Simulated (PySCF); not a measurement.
Potential energy curve for MgF, doublet.

Computed with: UKS-PBE = PySCF with unrestricted PBE/cc-pVDZ; UKS-LDA (SVWN5) = unrestricted LDA (SVWN5)/cc-pVDZ run with PySCF 2.14.0; UKS-BHandHLYP = PySCF 2.14.0 with unrestricted BHandHLYP/cc-pVDZ.

Magnitude of the dipole moment (D; its direction can reverse along the curve, and a method can change to another solution) and Mulliken charge of the fragment that holds Mg1:

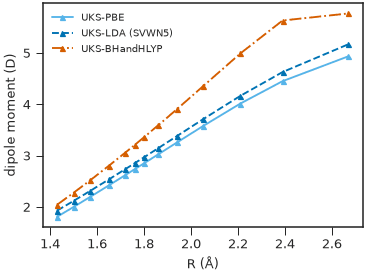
Dipole moment against bond length.

```
R / Å  μ UKS-PBE  q UKS-PBE  μ UKS-LDA (SVWN5)  q UKS-LDA (SVWN5)  μ UKS-BHandHLYP  q UKS-BHandHLYP
-----  ---------  ---------  -----------------  -----------------  ---------------  ---------------
1.43        1.81       0.50               1.93               0.48             2.05             0.60
1.50        2.00       0.49               2.12               0.47             2.28             0.58
1.57        2.19       0.47               2.31               0.45             2.52             0.57
1.65        2.42       0.45               2.54               0.42             2.80             0.55
1.72        2.62       0.43               2.74               0.41             3.06             0.54
1.76        2.74       0.42               2.85               0.40             3.21             0.54
1.80        2.85       0.42               2.97               0.40             3.36             0.53
1.86        3.02       0.41               3.14               0.40             3.59             0.53
1.94        3.26       0.41               3.38               0.40             3.90             0.53
2.05        3.57       0.41               3.71               0.40             4.35             0.54
2.21        4.01       0.42               4.16               0.41             4.99             0.55
2.39        4.45       0.42               4.63               0.42             5.63             0.56
2.67        4.93       0.41               5.17               0.42             5.77             0.49
```

The scan ran from 1.43 to 7.12 Å; beyond the distances shown one of the unrestricted levels run for this scan, shown here or not, changes its spin distribution in one step.
